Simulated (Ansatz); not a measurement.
Band structure of TiC (Fm-3m, 2 atoms in the cell).

```yaml
crystal:
  lattice:
    - [0.00000, 2.17799, 2.17799]
    - [2.17799, 0.00000, 2.17799]
    - [2.17799, 2.17799, 0.00000]
  atoms:
    - { symbol: Ti, position: [0.00000, 0.00000, 0.00000] }
    - { symbol: C, position: [0.50000, 0.50000, 0.50000] }
```

Method: PBE (plane waves, PAW; Ansatz, a first-principles code).

Settings: kpoints.mp_grid.grid = 13 13 13; hamiltonian.xc = pbe; hamiltonian.pseudopotentials = {kind: paw} (the program's default PAW files); scf.occupations.method = gaussian; scf.occupations.width = 0.0147 Ry; kpoints.band_path.npoints = 8.

The starting cell has typed, rounded lattice constants, without a prior relaxation at this level. Its lattice was rescaled by a random factor within 2.5 % of one. Spin polarisation is off.

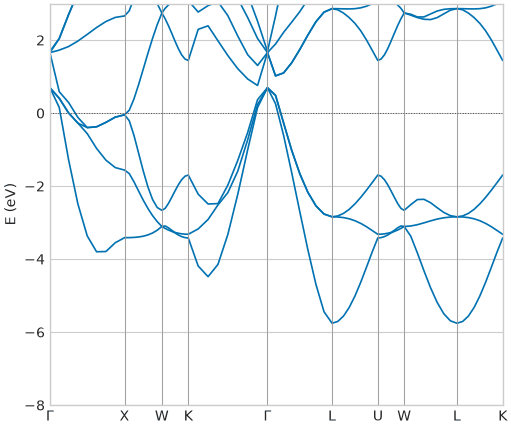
Fig. 1. Bands along the path, energies from the Fermi level.

Levels in eV from the Fermi level, bands 5 to 11:
```csv
point,5,6,7,8,9,10,11
Γ,-12.32,0.69,0.69,0.69,1.66,1.66,1.66
X,-10.05,-3.41,-1.56,-0.05,-0.05,2.66,3.45
W,-9.47,-3.11,-3.11,-2.66,2.74,2.74,3.45
K,-9.55,-3.42,-3.32,-1.70,1.44,3.08,3.75
L,-8.91,-5.76,-2.84,-2.84,2.86,2.86,4.02
U,-9.55,-3.42,-3.32,-1.70,1.44,3.08,3.75
```

Bands cross the Fermi level along this path, so the cell is metallic at this level.

Keys are those of Ansatz 0.2.
